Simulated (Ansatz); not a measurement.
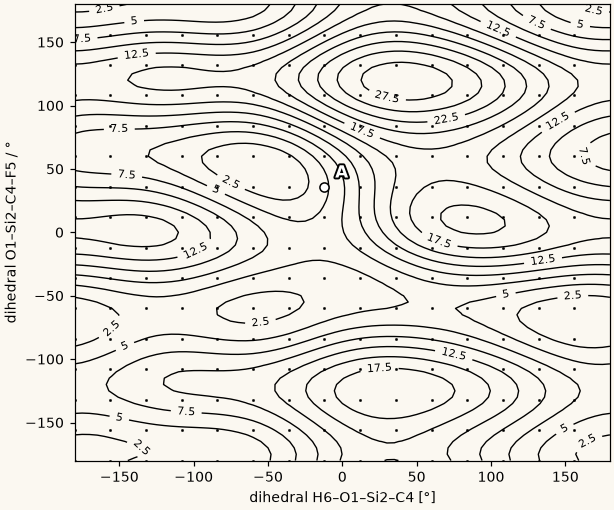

CH₄ClFOSi, SMILES O[SiH](Cl)CF. 
- The first coordinate is: dihedral H6–O1–Si2–C4; the second: dihedral O1–Si2–C4–F5.
- Nothing is relaxed (all other coordinates rigid).
- The grid has 15 × 15 points.
- All energies are given in kJ/mol relative to the relaxed molecule at the same level.
- The calculation used Ansatz 0.2.0, RHF/def2-SVP.

In the figure: contour lines labelled in kJ/mol, dots at the grid points, the point A. Between grid points the surface is interpolated.

### Is A at rest? If not, where is it pushed?

A, at dihedral H6–O1–Si2–C4 = −12°, dihedral O1–Si2–C4–F5 = 36°, is not a stationary point. The computed force is 0.21 kJ/mol for each degree towards smaller values of dihedral H6–O1–Si2–C4 and 0.0056 kJ/mol for each degree towards larger values of dihedral O1–Si2–C4–F5.
